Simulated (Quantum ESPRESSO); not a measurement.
# BaTiO3 (Pm-3m): zone-centre phonons

Aim: the zone-centre modes of BaTiO3 (Pm-3m).

Program: Quantum ESPRESSO 7.5. Level of theory: DFT LDA, scalar-relativistic, plane waves, PseudoDojo norm-conserving pseudopotentials. Results are calculated unless marked as measured.

## 1. The starting structure

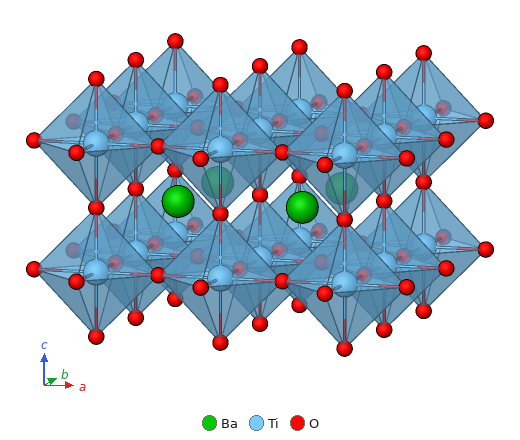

The cell as given, slightly off an axis (barium green, titanium blue, oxygen red). 2×2×1 cells are drawn. Some periodic images of atoms are drawn too.

## 2. A probe with smearing

A cheap run with smearing and empty bands tells whether the crystal has a gap, which decides between fixed occupations and smearing later on.

Input file probe.in:

```
&CONTROL
  calculation = 'scf'
  prefix      = 'x'
  outdir      = './tmp'
  pseudo_dir  = './pseudo'
  tprnfor     = .true.
  tstress     = .true.
  verbosity   = 'high'
/
&SYSTEM
  ibrav       = 0
  nat         = 5
  ntyp        = 3
  ecutwfc     = 92.0
  occupations = 'smearing'
  smearing    = 'gaussian'
  degauss     = 0.01
/
&ELECTRONS
  conv_thr         = 1.0d-07
  mixing_beta      = 0.7
  electron_maxstep = 100
/
ATOMIC_SPECIES
 Ba    137.3270  Ba.upf
 Ti     47.8670  Ti.upf
 O      15.9990  O.upf
CELL_PARAMETERS angstrom
     4.006000000    0.000000000    0.000000000
     0.000000000    4.006000000    0.000000000
     0.000000000    0.000000000    4.006000000
ATOMIC_POSITIONS crystal
 Ba     0.500000000   0.500000000   0.500000000
 Ti     0.000000000   0.000000000   0.000000000
 O      0.500000000   0.000000000   0.000000000
 O      0.000000000   0.500000000   0.000000000
 O      0.000000000   0.000000000   0.500000000
K_POINTS automatic
 4 4 4 0 0 0
```

On the command line:

```console
OMP_NUM_THREADS=1 mpirun -n 4 pw.x -nk 4 -in probe.in > probe.out
```

What it wrote:

```text
[banners, grids, parts of the stress and lines that vanish by symmetry left out]
Program PWSCF v.7.5
     Message from routine setup:
     using ibrav=0 with symmetry is DISCOURAGED, use correct ibrav instead
[...]
kinetic-energy cutoff     =      92.0000  Ry
     charge density cutoff     =     368.0000  Ry
     scf convergence threshold =      1.0E-07
[...]
Exchange-correlation= SLA  PW   NOGX NOGC
                           (   1   4   0   0   0   0   0)
[...]
48 Sym. Ops., with inversion, found
[...]
(     0          1          0      )
                  (     0          0          1      )
[...]
(  0.0000000  1.0000000  0.0000000 )
                  (  0.0000000  0.0000000  1.0000000 )
[...]
(     0         -1          0      )
                  (     0          0          1      )
[...]
( -1.0000000  0.0000000  0.0000000 )
                  (  0.0000000  1.0000000  0.0000000 )
[...]
number of k points=    10  Gaussian smearing, width (Ry)=  0.0100
[...]
End of self-consistent calculation
[...]
the Fermi energy is    10.9081 ev
!    total energy              =    -274.78993825 Ry
[...]
convergence has been achieved in  13 iterations
[...]
atom    1 type  1   force =     0.00000000    0.00000000    0.00000000
     atom    2 type  2   force =     0.00000000    0.00000000    0.00000000
     atom    3 type  3   force =     0.00000000    0.00000000    0.00000000
     atom    4 type  3   force =     0.00000000    0.00000000    0.00000000
     atom    5 type  3   force =     0.00000000    0.00000000    0.00000000
[...]
Total force =     0.000000     Total SCF correction =     0.000000
[...]
total   stress  (Ry/bohr**3)                   (kbar)     P=      -89.26
[...]
XML data file, charge density, pseudopotentials, collected wavefunctions

   JOB DONE.
```

Elapsed: 11 s, on 4 MPI ranks of Arm Neoverse V1, shared host; 43 s of CPU time.

Read from the output:

```
volume per atom   : 12.86 Å³
pressure          : -8.926 GPa
gap on the k-mesh : 1.696 eV
```

A gap of 1.7 eV opens on this mesh, so the crystal is taken as an insulator; the start stands at -8.9 GPa.

## 3. Relaxation

The relaxation runs at a cutoff a fifth above that of the response, since stress converges more slowly with the basis than frequencies do. Forces and stress are brought to rest with tight thresholds.

Input file relax.in:

```
&CONTROL
  calculation   = 'vc-relax'
  prefix        = 'x'
  outdir        = './tmp'
  pseudo_dir    = './pseudo'
  tprnfor       = .true.
  tstress       = .true.
  forc_conv_thr = 2.0d-05
  etot_conv_thr = 1.0d-07
  nstep         = 40
/
&SYSTEM
  ibrav       = 0
  nat         = 5
  ntyp        = 3
  ecutwfc     = 110
  occupations = 'fixed'
  nbnd        = 22
/
&ELECTRONS
  conv_thr         = 1.0d-11
  mixing_beta      = 0.7
  electron_maxstep = 100
/
&IONS
/
&CELL
  press_conv_thr = 0.2
/
ATOMIC_SPECIES
 Ba    137.3270  Ba.upf
 Ti     47.8670  Ti.upf
 O      15.9990  O.upf
CELL_PARAMETERS angstrom
     4.006000000    0.000000000    0.000000000
     0.000000000    4.006000000    0.000000000
     0.000000000    0.000000000    4.006000000
ATOMIC_POSITIONS crystal
 Ba     0.500000000   0.500000000   0.500000000
 Ti     0.000000000   0.000000000   0.000000000
 O      0.500000000   0.000000000   0.000000000
 O      0.000000000   0.500000000   0.000000000
 O      0.000000000   0.000000000   0.500000000
K_POINTS automatic
 6 6 6 0 0 0
```

On the command line:

```console
OMP_NUM_THREADS=1 mpirun -n 4 pw.x -nk 4 -in relax.in > relax.out
```

What it wrote:

```text
[banners, grids, parts of the stress and lines that vanish by symmetry left out]
[banner, memory and clock lines left out]
Program PWSCF v.7.5

[...]
kinetic-energy cutoff     =     110.0000  Ry
     charge density cutoff     =     440.0000  Ry
     scf convergence threshold =      1.0E-11
[...]
energy convergence thresh.=      1.0E-07
     force convergence thresh. =      2.0E-05
     press convergence thresh. =      2.0E-01
     Exchange-correlation= SLA  PW   NOGX NOGC
                           (   1   4   0   0   0   0   0)
[...]
48 Sym. Ops., with inversion, found
[...]
number of k points=    20
[...]
End of self-consistent calculation
[...]
highest occupied, lowest unoccupied level (ev):     9.9832   11.6956
!    total energy              =    -274.79115282 Ry
[...]
convergence has been achieved in  28 iterations
[...]
atom    1 type  1   force =     0.00000000    0.00000000    0.00000000
     atom    2 type  2   force =     0.00000000    0.00000000    0.00000000
     atom    3 type  3   force =     0.00000000    0.00000000    0.00000000
     atom    4 type  3   force =     0.00000000    0.00000000    0.00000000
     atom    5 type  3   force =     0.00000000    0.00000000    0.00000000
     Total force =     0.000000     Total SCF correction =     0.000000
[...]
total   stress  (Ry/bohr**3)                   (kbar)     P=      -89.64
[...]
number of bfgs steps    =   0
[...]
CELL_PARAMETERS (angstrom)
[...]
ATOMIC_POSITIONS (crystal)
Ba               0.5000000000        0.5000000000        0.5000000000
Ti               0.0000000000        0.0000000000        0.0000000000
O                0.5000000000        0.0000000000        0.0000000000
O                0.0000000000        0.5000000000        0.0000000000
[...]
New effective cutoffs (rho, wfc):  453.21  113.42
[...]
End of self-consistent calculation
[...]
highest occupied, lowest unoccupied level (ev):    10.6539   12.4558
!    total energy              =    -274.79802722 Ry
[...]
convergence has been achieved in  10 iterations
[...]
atom    1 type  1   force =     0.00000000    0.00000000    0.00000000
     atom    2 type  2   force =     0.00000000    0.00000000    0.00000000
     atom    3 type  3   force =     0.00000000    0.00000000    0.00000000
     atom    4 type  3   force =     0.00000000    0.00000000    0.00000000
     atom    5 type  3   force =     0.00000000    0.00000000    0.00000000
     Total force =     0.000000     Total SCF correction =     0.000000
[...]
total   stress  (Ry/bohr**3)                   (kbar)     P=      -10.50
[...]
number of bfgs steps    =   1
[...]
CELL_PARAMETERS (angstrom)
[...]
ATOMIC_POSITIONS (crystal)
[...]
New effective cutoffs (rho, wfc):  455.01  113.87
[...]
End of self-consistent calculation
[...]
highest occupied, lowest unoccupied level (ev):    10.7427   12.5560
!    total energy              =    -274.79810714 Ry
[...]
convergence has been achieved in  13 iterations
[...]
atom    1 type  1   force =     0.00000000    0.00000000    0.00000000
     atom    2 type  2   force =     0.00000000    0.00000000    0.00000000
     atom    3 type  3   force =     0.00000000    0.00000000    0.00000000
     atom    4 type  3   force =     0.00000000    0.00000000    0.00000000
[...]
Total force =     0.000000     Total SCF correction =     0.000000
[...]
total   stress  (Ry/bohr**3)                   (kbar)     P=        1.01
[...]
number of bfgs steps    =   2
[...]
CELL_PARAMETERS (angstrom)
[...]
ATOMIC_POSITIONS (crystal)
[...]
New effective cutoffs (rho, wfc):  454.85  113.83
[...]
End of self-consistent calculation
[...]
highest occupied, lowest unoccupied level (ev):    10.7349   12.5473
!    total energy              =    -274.79810786 Ry
[...]
convergence has been achieved in  11 iterations
[...]
Total force =     0.000000     Total SCF correction =     0.000000
[...]
total   stress  (Ry/bohr**3)                   (kbar)     P=       -0.01
[...]
number of bfgs steps    =   3
[...]
small trust_radius: resetting bfgs history
[...]
CELL_PARAMETERS (angstrom)
[...]
ATOMIC_POSITIONS (crystal)
[...]
New effective cutoffs (rho, wfc):  454.85  113.83
[...]
End of self-consistent calculation
[...]
highest occupied, lowest unoccupied level (ev):    10.7350   12.5474
!    total energy              =    -274.79810786 Ry
[...]
convergence has been achieved in   4 iterations
[...]
atom    3 type  3   force =     0.00000000    0.00000000    0.00000000
     atom    4 type  3   force =     0.00000000    0.00000000    0.00000000
     atom    5 type  3   force =     0.00000000    0.00000000    0.00000000
     Total force =     0.000000     Total SCF correction =     0.000000
[...]
total   stress  (Ry/bohr**3)                   (kbar)     P=       -0.00
[...]
bfgs converged in   5 scf cycles and   4 bfgs steps
[...]
End of BFGS Geometry Optimization
     Final enthalpy           =    -274.7981078635 Ry
     File ./tmp/x.bfgs deleted, as requested
[...]
CELL_PARAMETERS (angstrom)
[...]
ATOMIC_POSITIONS (crystal)
[...]
O                0.0000000000        0.5000000000        0.0000000000
O                0.0000000000        0.0000000000        0.5000000000
[...]
Final scf calculation at the relaxed structure.
[...]
kinetic-energy cutoff     =     110.0000  Ry
     charge density cutoff     =     440.0000  Ry
     scf convergence threshold =      1.0E-13
[...]
press convergence thresh. =      2.0E-01
     Exchange-correlation= SLA  PW   NOGX NOGC
                           (   1   4   0   0   0   0   0)
[...]
48 Sym. Ops., with inversion, found
[...]
number of k points=    20
[...]
End of self-consistent calculation
[...]
highest occupied, lowest unoccupied level (ev):    10.7350   12.5474
!    total energy              =    -274.79810413 Ry
[...]
convergence has been achieved in  44 iterations
[...]
atom    1 type  1   force =     0.00000000    0.00000000    0.00000000
     atom    2 type  2   force =     0.00000000    0.00000000    0.00000000
     atom    3 type  3   force =     0.00000000    0.00000000    0.00000000
     atom    4 type  3   force =     0.00000000    0.00000000    0.00000000
     atom    5 type  3   force =     0.00000000    0.00000000    0.00000000
     Total force =     0.000000     Total SCF correction =     0.000000
[...]
total   stress  (Ry/bohr**3)                   (kbar)     P=       -0.00
[...]
XML data file, charge density, pseudopotentials, collected wavefunctions
```

Elapsed: 3.4 min, on 4 MPI ranks; 14 min of CPU time.

The steps of the relaxation:

| step | energy less that of the first step (eV) | largest force (eV/Å) | pressure (GPa) | volume (Å³) |
| --- | --- | --- | --- | --- |
| 1 | 0.0000 | 0.0000 | -8.96 | 64.29 |
| 2 | -0.0935 | 0.0000 | -1.05 | 61.39 |
| 3 | -0.0946 | 0.0000 | 0.10 | 61.03 |
| 4 | -0.0946 | 0.0000 | 0.00 | 61.06 |
| 5 | -0.0946 | 0.0000 | 0.00 | 61.06 |
| 6 | -0.0946 | 0.0000 | 0.00 | 61.06 |

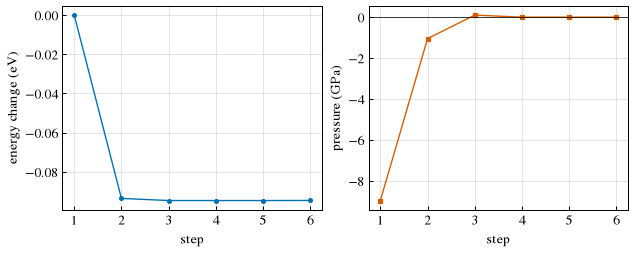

Energy and pressure along the relaxation.

| conventional cell, symmetrised | before | after | change |
| --- | --- | --- | --- |
| a (Å) | 4.006 | 3.938 | -1.7 % |
| b (Å) | 4.006 | 3.938 | -1.7 % |
| c (Å) | 4.006 | 3.938 | -1.7 % |
| volume (Å³/atom) | 12.86 | 12.21 | -5.0 % |

The last row of the table of steps is pw.x's closing run on a basis chosen anew for the final cell, so its energy can jump.

Numbers from this step:

```yaml
volume_per_atom: 12.21 Å³
pressure: 0 GPa
gap_on_the_k_mesh: 1.812 eV
```

The volume changes by -5.0 % from the cell with which this run began.

## 4. Ground state

The response is built on this ground state, so it is converged far tighter than an energy would need. With a gap, occupations are fixed, which also allows the response to an electric field.

Input file scf.in:

```
&CONTROL
  calculation = 'scf'
  prefix      = 'x'
  outdir      = './tmp'
  pseudo_dir  = './pseudo'
  tprnfor     = .true.
  tstress     = .true.
/
&SYSTEM
  ibrav       = 0
  nat         = 5
  ntyp        = 3
  ecutwfc     = 92.0
  occupations = 'fixed'
  nbnd        = 22
/
&ELECTRONS
  conv_thr         = 1.0d-12
  mixing_beta      = 0.7
  electron_maxstep = 100
/
ATOMIC_SPECIES
 Ba    137.3270  Ba.upf
 Ti     47.8670  Ti.upf
 O      15.9990  O.upf
CELL_PARAMETERS angstrom
     3.937824823    0.000000000    0.000000000
     0.000000000    3.937824823    0.000000000
     0.000000000    0.000000000    3.937824823
ATOMIC_POSITIONS crystal
 Ba     0.500000000   0.500000000   0.500000000
 Ti     0.000000000   0.000000000   0.000000000
 O      0.500000000   0.000000000   0.000000000
 O      0.000000000   0.500000000   0.000000000
 O      0.000000000   0.000000000   0.500000000
K_POINTS automatic
 8 8 8 0 0 0
```

On the command line:

```console
OMP_NUM_THREADS=1 mpirun -n 4 pw.x -nk 4 -in scf.in > scf.out
```

What it wrote:

```text
[banners, grids, parts of the stress and lines that vanish by symmetry left out]
[banner, memory and clock lines left out]
Program PWSCF v.7.5

[...]
kinetic-energy cutoff     =      92.0000  Ry
     charge density cutoff     =     368.0000  Ry
     scf convergence threshold =      1.0E-12
[...]
Exchange-correlation= SLA  PW   NOGX NOGC
                           (   1   4   0   0   0   0   0)
[...]
48 Sym. Ops., with inversion, found
[...]
number of k points=    35
[...]
c_bands:  1 eigenvalues not converged
[...]
End of self-consistent calculation
[...]
highest occupied, lowest unoccupied level (ev):    10.7348   12.5482
!    total energy              =    -274.79811792 Ry
[...]
convergence has been achieved in  27 iterations
[...]
atom    1 type  1   force =     0.00000000    0.00000000    0.00000000
     atom    2 type  2   force =     0.00000000    0.00000000    0.00000000
     atom    3 type  3   force =     0.00000000    0.00000000    0.00000000
     atom    4 type  3   force =     0.00000000    0.00000000    0.00000000
     atom    5 type  3   force =     0.00000000    0.00000000    0.00000000
     Total force =     0.000000     Total SCF correction =     0.000000
[...]
total   stress  (Ry/bohr**3)                   (kbar)     P=       -0.03
[...]
XML data file, charge density, pseudopotentials, collected wavefunctions
```

Elapsed: 56 s, on 4 MPI ranks.

Numbers from this step:

| Item | Value |
| --- | --- |
| pressure | -0.003000 GPa |
| gap on the k-mesh | 1.813 eV |

The cell stands at -0.0030 GPa, close enough for phonons.

[end of part 1 of 3]

[Host names and launcher messages were left out of these logs when they were recorded.]

[Logs are printed without paths, hosts, clocks, repeated set-up lines and the standing remarks that a program may print on its own settings, such as how far it seeks lower states.]

[Hosts, paths, dates, database ids (printed as entryN), source tags and the programs' standing remarks are cut or masked in the printed files.]
